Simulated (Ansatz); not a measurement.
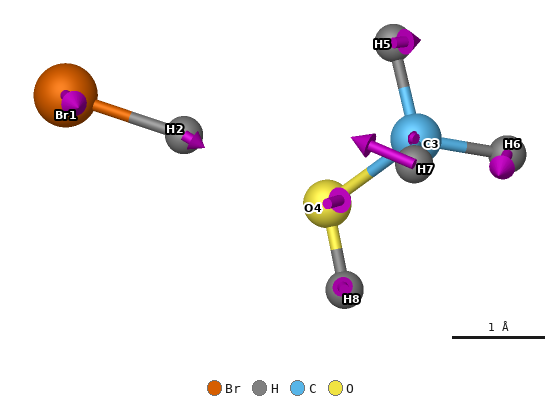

This is a relaxation of CH₅BrO (coarse preliminary run). The starting structure is drawn; purple arrows show the displacements, at their true length. The two geometries are superimposed by the best rigid fit.

A ball-and-stick model, seen at a tilt.

Method: RKS PBE-D4/def2-SVP in Ansatz 0.2.0. Set-up: force threshold 0.03 eV/Å; at most 250 steps.

Question: What did the optimiser do to the structure, and how much energy did it gain?

Answer: After 14 accepted moves (15 points after the start) the energy has fallen by 12.6 kJ/mol. The largest force component goes from 1.3 to 0.02 eV/Å. The line search rejected the trial step at point 6 of the run. The forces were under the threshold at step 9, but the run went on from there. The atom that moves furthest after the best rigid fit is H7 (0.79 Å). Largest moves by element: H 0.79 Å, Br 0.69 Å, O 0.52 Å, C 0.12 Å. Among the contacts that change: Br1–H2 1.410 → 1.486 Å, C3–H5 1.086 → 1.107 Å, C3–O4 1.413 → 1.429 Å, O4–H8 0.963 → 0.976 Å.
